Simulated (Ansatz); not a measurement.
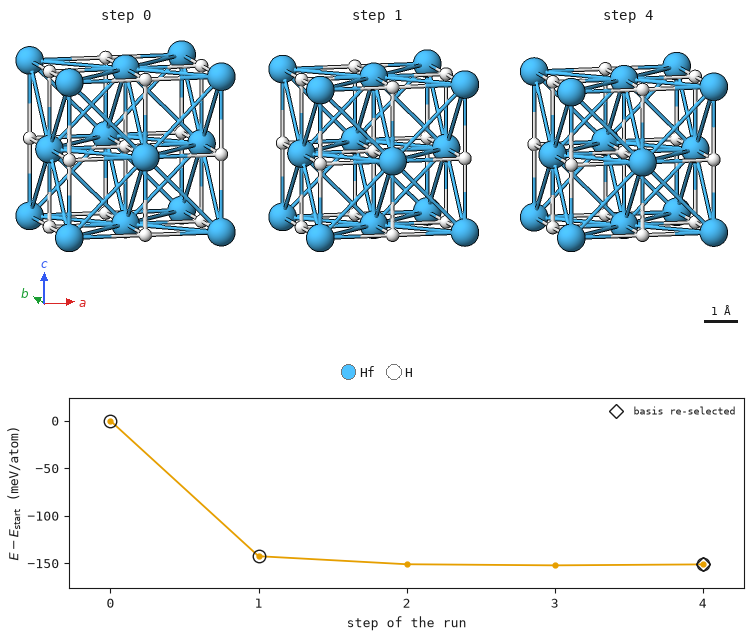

Frames of a relaxation of crystalline HfH (a generated structure, set up in Fm-3m) (coarse preliminary run), marked on the history of the run. The picture is a ball-and-stick view of the conventional cell (4 times the calculation's cell), seen slightly off an axis. Lengths and directions refer to the drawn axes.

Level of theory: DFT PBE, scalar-relativistic, plane waves, PAW in Ansatz 0.2.0. (plane-wave cutoff 420 eV; k-point mesh 6 × 6 × 6; occupations gaussian; smearing width 0.1 eV; no spin polarisation; cell and atoms relaxed; force threshold 0.04 eV/Å; at most 70 steps)

> What happens along the run?

The atoms keep their places relative to the cell (all moves are under 0.005 Å). The drawn cell changes as follows: a = b = c 4.831 → 4.529 Å (−6.3 %); the volume changes by −17.7 %. Among the contacts that change: Hf–Hf 3.416 → 3.202 Å, H–Hf 2.416 → 2.264 Å. The space group stays Fm-3m (No. 225). Over 3 accepted moves (4 points after the start) the energy falls by 151 meV per atom. All forces vanish by symmetry, so only the cell relaxes. Pressure: −16.66 GPa at the start and −0.23 GPa at the end. At 1 point the geometry stayed and the basis and grid were re-selected for the new cell (energy shift of 1.0 meV per atom at most each time). From step 0 to 1: volume −13.9 %, energy −142 meV per atom. From step 1 to 4: volume −4.3 %, energy −8.6 meV per atom.

```csv
step,"E − E(0), meV/atom","pressure, GPa","volume, Å³/atom",note
0,0.00,-16.66,14.097,
1,-142.44,-5.27,12.134,
2,-150.92,2.21,11.402,
3,-152.08,-0.18,11.609,
4,-151.07,-0.23,11.609,"same geometry, new basis"
```
